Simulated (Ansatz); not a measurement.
The calculation's input:

```
crystal:
  periodic: [false, false, false]
  atoms:
    - { symbol: Al, position_ang: [0.166741, -0.284046, 0.115864] }
    - { symbol: H, position_ang: [0.65403, -0.268816, 1.583999] }
    - { symbol: O, position_ang: [1.841749, -0.372784, -0.353297] }
    - { symbol: H, position_ang: [2.372435, -0.299015, 0.447511] }
    - { symbol: O, position_ang: [-1.227065, -0.266331, -0.874749] }
    - { symbol: H, position_ang: [-2.13409, -0.307608, -0.563327] }
basis:
  gaussian: { orbitals: cc-pVDZ }
hamiltonian:
  xc: pbe0
  dispersion: d4
relax:
  f_tol: 0.03
  max_steps: 50
output:
  orbitals: {}
```

Run with:

```sh
ansatz run input.yaml --threads 1 --pin off --max-ram 2048MiB --backend cpu --events-out ev --progress --plain --runs-dir out
```

The fields are those of the run's last geometry, not of the input's.

Method: Ansatz, RKS PBE0-D4/cc-pVDZ.

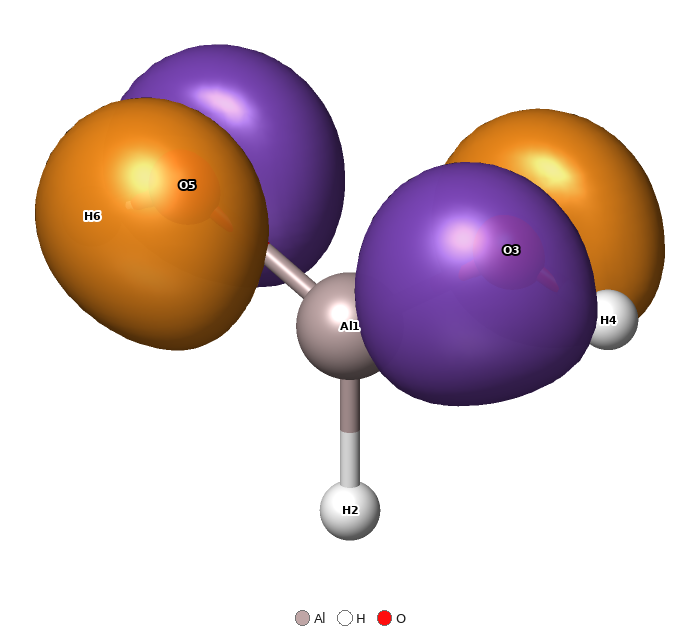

AlH3O2. The HOMO−1 at ±0.1 Å⁻³ᐟ² (orange and purple are the two phases), seen at a tilt.

**Describe this orbital and give its energy.**

It lies mainly on O3 (about 45 %) and O5 (about 45 %); it changes sign across the molecular plane (π type). Its energy is −8.59 eV.
